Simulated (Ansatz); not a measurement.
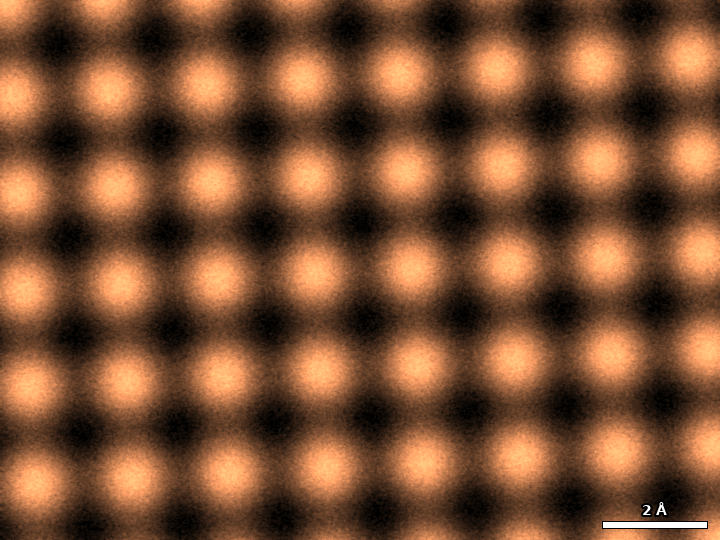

Z-contrast image of Rh (Fm-3m, No. 225). Simulation: incoherent imaging, intensity Z^1.7 per atom, probe width 1.28 Å, thin sample. The probe carries 25 % of its weight in a tail 2.5 times as wide. Shot noise and a slight drift were added. Atomic positions: the input geometry of an electronic-structure calculation (not necessarily at equilibrium).

```cif
data_structure
_symmetry_space_group_name_H-M 'Fm-3m'
_symmetry_Int_Tables_number 225
_cell_length_a 3.7781
_cell_length_b 3.7781
_cell_length_c 3.7781
_cell_angle_alpha 90.000
_cell_angle_beta 90.000
_cell_angle_gamma 90.000
_cell_volume 53.93
loop_
_atom_site_label
_atom_site_type_symbol
_atom_site_symmetry_multiplicity
_atom_site_Wyckoff_symbol
_atom_site_fract_x
_atom_site_fract_y
_atom_site_fract_z
_atom_site_occupancy
Rh1 Rh 4 a 0.00000 0.00000 0.00000 1
```

Question: Along which zone axis is the crystal seen: [211], [111], [001] or [110]? (Directions equivalent by symmetry count as one.)

Answer: [001]. The projected cells are 1.34 × 2.18 Å, 90° for [211]; 1.54 × 1.54 Å, 120° for [111]; 1.89 × 1.89 Å, 90° for [001]; 2.31 × 2.31 Å, 109° for [110], and the image repeats as the [001] one does.
